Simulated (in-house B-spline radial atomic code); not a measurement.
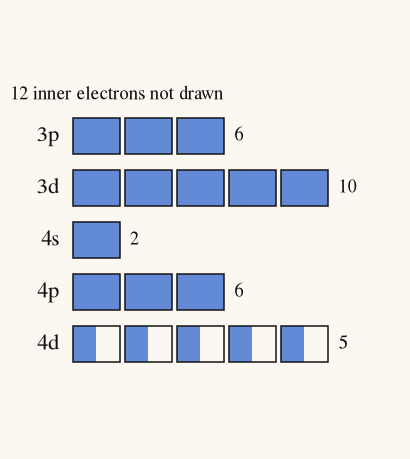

Fig. 1: The outer shells as the input fills them: a box for each of the 2l + 1 orbitals, shaded by the share of the shell that is filled, with the electron count at the right.

**RPA and GW calculation for Ru³⁺**

Ru³⁺, configuration [Kr] 4d5. Computed at this level: RPA, second-order and SOSEX correlation energies and G0W0 (contour deformation) on a scalar-relativistic (spin-free one-electron X2C) mean field, all electrons, B-spline basis (in-house B-spline radial atomic code).

**The input**
```
Z = 44
electrons = 41.0
configuration = [Kr] 4d5
hamiltonian = x2c
method = oep
lmax = 9
rms_radius = 4.4809
spin_polarised = True
box_radius = 14.14
intervals = 101
```

The run was one of a batch that the task file lists, launched with:
```bash
python <driver script> task.json out
```

The program writes its results to a structured record and prints no log; tables and figures of this report are taken from that record.

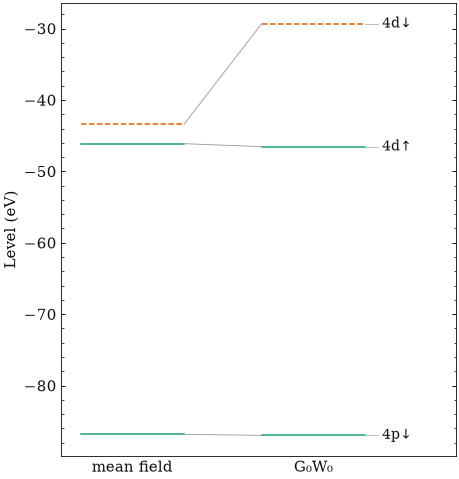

Fig. 2: Mean-field and G₀W₀ levels (solid occupied, dashed empty) for Ru³⁺ ([Kr] 4d⁵). All-electron spherical atom, scalar X2C, exchange-only OEP start, no spin-orbit coupling, Breit or QED terms; computed with a B-spline radial code. The quasi-particle equation is solved at full frequency; levels of low quasi-particle weight Z are left out. Σ columns are in eV, and Σc holds an estimate for the angular momenta beyond the basis. G₀W₀ moves the highest occupied level, 4d↑, from −46.12 to −46.53 eV (renormalisation factor Z = 0.95). The empty level 4d↓ goes from −43.40 to −29.32 eV.

| Level | Mean field (eV) | Σx − vxc (eV) | Σc (eV) | Z | G₀W₀ (eV) |
| --- | --- | --- | --- | --- | --- |
| 4d↓ | −43.40 | 18.68 | −4.59 | 0.89 | −29.32 |
| 4d↑ | −46.12 | 0.00 | −0.41 | 0.95 | −46.53 |
| 4p↓ | −86.84 | 0.00 | −0.12 | 0.93 | −86.96 |

**Summary**

| quantity | value |
| --- | --- |
| outcome | converged |
| mean-field total energy | −4526.27677 hartree |
| total energy with exact exchange alone | −4526.27677 hartree |
| exact exchange energy | −131.77258 hartree |
| RPA correlation, extrapolated in the angular momentum of the empty orbitals | −3.10210 hartree |
| RPA correlation, as summed | −3.05650 hartree |
| direct second-order term | −3.49933 hartree |
| second-order exchange term | 1.01532 hartree |
| SOSEX term | 0.94804 hartree |
| hardware | 1 thread of Arm Neoverse N1, 98 GiB of memory available, shared host |
| wall time | 21 s |

**Notes**

To bear in mind: spin-orbit coupling, Breit and QED terms are absent.
